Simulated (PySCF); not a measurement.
# SnCNCl2F (SMILES N#[C][Sn]([F])([Cl])[Cl]) at 6 levels

We compute a comparison of 6 runs (HF/STO-3G, HF/3-21G, B2PLYP/def2-SVP, B3LYP/def2-SVP, B2PLYP/def2-TZVP, CCSD(T)/STO-3G) of SnCNCl2F. The job is set up through a Python script.

Program for the calculation: PySCF 2.14.0.

2 further runs of the same task are left out: 2 set aside as unsound or not needed.

## 1. The structure to begin with

SnCNCl2F: 6 atoms, total charge 0, spin state singlet. SMILES: `N#[C][Sn]([F])([Cl])[Cl]`. The shape is that of a PBE0-D4/def2-TZVP optimisation.

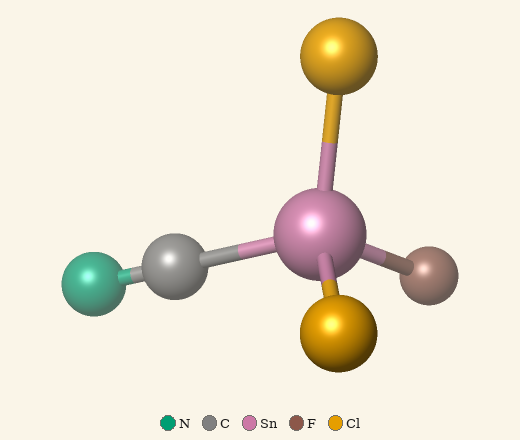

Viewed from a chosen angle; nitrogen teal, carbon grey, tin pink, fluorine brown, chlorine amber.

## 2. Energy and gradient at HF/STO-3G (run 1)

Contents of input.py:

```python
# N#[C][Sn]([F])([Cl])[Cl]
from pyscf import gto, scf

mol = gto.Mole()
mol.atom = [
    ('N', (1.617300, -1.865100, 1.139100)),
    ('C', (0.917300, -1.094900, 0.647300)),
    ('Sn', (-0.320500, 0.327400, -0.236200)),
    ('F', (-1.784000, -0.612700, -0.974700)),
    ('Cl', (0.747000, 1.400500, -1.933100)),
    ('Cl', (-1.135000, 1.780800, 1.311300)),
]
mol.basis = 'sto-3g'
mol.verbose = 4
mol.charge = 0
mol.max_memory = 1860
mol.build()

mf = scf.RHF(mol)
mf.conv_tol = 1e-10
mf.kernel()
if not mf.converged:
    mf = mf.newton().run(mf.mo_coeff, mf.mo_occ)

e_final = mf.e_tot
print('Final energy', e_final)
grad = mf.nuc_grad_method().kernel()
mf.analyze()
```

Started as:

```
$ OMP_NUM_THREADS=1 python input.py
```

What it wrote:

```text
PySCF version 2.14.0

[... 82 lines left out ...]
DFT Exchange-Correlation Energy =     -237.060588006212129
[... 13 lines left out ...]
MO #12  energy= -25.8738594052526  occ= 2
[... 11 lines left out ...]
MO #24  energy= -7.80528063421378  occ= 2
[... 11 lines left out ...]
MO #36  energy= -1.06278452329978  occ= 2
[... 11 lines left out ...]
MO #48  energy= -0.440410558626201 occ= 2
[... 11 lines left out ...]
MO #60  energy= 1.20802089396932   occ= 0
[... 69 lines left out ...]
Dipole moment(X, Y, Z, Debye): -1.11371, -0.16431, -0.62027
```

Run time: 18 s. Hardware: 1 thread of Intel Xeon at 2.50GHz (Skylake/Cascade Lake), shared host; peak memory 0.13 GiB.

## 3. Energy and forces at HF/3-21G (run 2)

Contents of input.py:

```python
import pyscf.grad
from pyscf import gto, scf

mol = gto.Mole()
mol.atom = '''
N        1.617300      -1.865100       1.139100
C        0.917300      -1.094900       0.647300
Sn      -0.320500       0.327400      -0.236200
F       -1.784000      -0.612700      -0.974700
Cl       0.747000       1.400500      -1.933100
Cl      -1.135000       1.780800       1.311300
'''
mol.charge = 0
mol.basis = '3-21g'
mol.verbose = 4
mol.max_memory = 1860
mol.build()

myscf = scf.RHF(mol)
myscf.conv_tol = 1e-10
myscf.kernel()
if not myscf.converged:
    myscf = myscf.newton().run(myscf.mo_coeff, myscf.mo_occ)

energy = myscf.e_tot
print('E(%s) = %.9f' % ('HF', energy))
grad = myscf.Gradients().kernel()
dip = myscf.dip_moment()
pop, q = myscf.mulliken_pop()
```

Started as:

```
$ OMP_NUM_THREADS=1 python input.py
```

What it wrote:

```text
PySCF version 2.14.0

[... 64 lines left out ...]
converged SCF energy = -7101.71796904721
[... 13 lines left out ...]
Dipole moment(X, Y, Z, Debye): -0.05256,  0.48968, -0.08231
[... 91 lines left out ...]
charge of    5Cl =     -0.47031
```

Run time: 18 s. Hardware: 1 thread of Intel Xeon at 2.50GHz (Skylake/Cascade Lake), shared host; peak memory 0.17 GiB.

## 4. A single-point energy at B2PLYP/def2-SVP (core potential) (run 3)

Contents of calc.py:

```python
from pyscf import gto, dft, mp

mol = gto.M(
    atom='''
N        1.617300      -1.865100       1.139100
C        0.917300      -1.094900       0.647300
Sn      -0.320500       0.327400      -0.236200
F       -1.784000      -0.612700      -0.974700
Cl       0.747000       1.400500      -1.933100
Cl      -1.135000       1.780800       1.311300
''',
    basis='def2-svp',
    verbose=4,
    spin=0,
    charge=0,
    ecp={'Sn': 'def2-svp'},
    max_memory=1860,
)

myscf = dft.RKS(mol)
myscf.xc = '0.53*HF + 0.47*B88, 0.73*LYP'
myscf.conv_tol = 1e-10
myscf.grids.level = 5
myscf.kernel()
if not myscf.converged:
    myscf = myscf.newton().run(myscf.mo_coeff, myscf.mo_occ)

pt = mp.MP2(myscf, frozen=17).run()
e_final = myscf.e_tot + 0.27 * pt.e_corr
print('PT2 part  %.8f' % (0.27 * pt.e_corr))
print('Final energy', e_final)
myscf.analyze()
```

Started as:

```
$ OMP_NUM_THREADS=1 python calc.py
```

What it wrote:

```text
PySCF version 2.14.0

[... 110 lines left out ...]
MO #9   energy= -7.60030035647732  occ= 2
[... 18 lines left out ...]
MO #28  energy= -0.565361968520751 occ= 2
[... 18 lines left out ...]
MO #47  energy= 0.208846059063464  occ= 0
[... 18 lines left out ...]
MO #66  energy= 0.851303323145636  occ= 0
[... 18 lines left out ...]
MO #85  energy= 1.69143834748405   occ= 0
[... 18 lines left out ...]
MO #104 energy= 52.0908842063379   occ= 0
[... 113 lines left out ...]
Dipole moment(X, Y, Z, Debye): -0.11045,  1.91698, -0.28245
```

It took 49 s on 1 thread of Intel Xeon at 2.50GHz (Skylake/Cascade Lake), shared host; peak memory 0.57 GiB.

Runs 4 to 5 aren't shown in full; the table further down has their settings and results.

## 5. The energy at CCSD(T)/STO-3G (run 6)

Contents of input.py:

```python
from pyscf import gto, cc

mol = gto.Mole()
mol.atom = [
    ('N', (1.617300, -1.865100, 1.139100)),
    ('C', (0.917300, -1.094900, 0.647300)),
    ('Sn', (-0.320500, 0.327400, -0.236200)),
    ('F', (-1.784000, -0.612700, -0.974700)),
    ('Cl', (0.747000, 1.400500, -1.933100)),
    ('Cl', (-1.135000, 1.780800, 1.311300)),
]
mol.spin = 0
mol.charge = 0
mol.verbose = 4
mol.basis = 'sto-3g'
mol.max_memory = 1860
mol.build()

mf = mol.RHF()
mf.conv_tol = 1e-10
mf.kernel()
if not mf.converged:
    mf = mf.newton().run(mf.mo_coeff, mf.mo_occ)

mycc = cc.CCSD(mf, frozen=31)
mycc.kernel()
e_t = mycc.ccsd_t()
e_final = mycc.e_tot + e_t
print(f'total energy: {e_final:.8f} hartree')
mf.analyze()
```

Started as:

```
$ OMP_NUM_THREADS=1 python input.py
```

What it wrote:

```text
PySCF version 2.14.0

[... 98 lines left out ...]
DFT Exchange-Correlation Energy =     -237.060588006212129
[... 13 lines left out ...]
MO #12  energy= -25.8738594052526  occ= 2
[... 11 lines left out ...]
MO #24  energy= -7.80528063421378  occ= 2
[... 11 lines left out ...]
MO #36  energy= -1.06278452329978  occ= 2
[... 11 lines left out ...]
MO #48  energy= -0.440410558626201 occ= 2
[... 11 lines left out ...]
MO #60  energy= 1.20802089396932   occ= 0
[... 69 lines left out ...]
Dipole moment(X, Y, Z, Debye): -1.11371, -0.16431, -0.62027
```

It took 5.1 s on 1 thread of Intel Xeon at 2.50GHz (Skylake/Cascade Lake), shared host; peak memory 0.14 GiB.

## 6. The series

```csv
run,level,task,core potential,energy (Eh),dipole moment (D) of the reference,HOMO energy (eV),LUMO energy (eV),wall time
1,HF/STO-3G,gradient,–,-7061.809204,1.29,-11.28,5.38,18 s
2,HF/3-21G,gradient,–,-7101.717969,0.50,-13.81,0.70,18 s
3,B2PLYP/def2-SVP (core potential),energy,def2-svp,-1326.317051,1.94,-11.34,-1.39,49 s
4,B3LYP/def2-SVP (core potential),gradient,def2-svp,-1327.130551,1.89,-9.73,-3.06,83 s
5,B2PLYP/def2-TZVP (core potential),energy,def2-svp,-1327.026891,2.11,-11.52,-1.60,10 min
6,CCSD(T)/STO-3G,energy,–,-7062.027495,1.29,-11.28,5.38,5.1 s
```

## 7. Summary of results

```
                                           quantity           value
                                run 6: total energy  -7062.02749 Eh
        run 6: dipole moment (Hartree–Fock density)          1.29 D
         run 6: HOMO energy (Hartree–Fock orbitals)       -11.28 eV
         run 6: LUMO energy (Hartree–Fock orbitals)         5.38 eV
       run 6: HOMO–LUMO gap (Hartree–Fock orbitals)        16.67 eV
run 6: correlation energy (31 core orbitals frozen)      -218.3 mEh
                              run 6: (T) correction       -5.11 mEh
                               run 6: T1 diagnostic           0.009
```

In words: Over runs 1, 2, 3, 4, 5 the dipole moment (its size) runs from 0.50 D (HF/3-21G) to 2.11 D (B2PLYP/def2-TZVP). The two ends differ in method and basis and core potential. A double hybrid's value is that of its SCF part. Over runs 1, 2, 3, 4, 5 the HOMO–LUMO gap runs from 6.67 eV (B3LYP/def2-SVP) to 16.67 eV (HF/STO-3G). Totals of different functionals can't be ranked against each other. Some runs of one species differ in core potentials or relativity; totals across that change don't compare. In runs 1, 6 the basis is minimal, so the values are rough. In runs 1, 2, 6 relativity is left out where basis or elements ask for it. All runs together took 13 min, the longest 10 min.
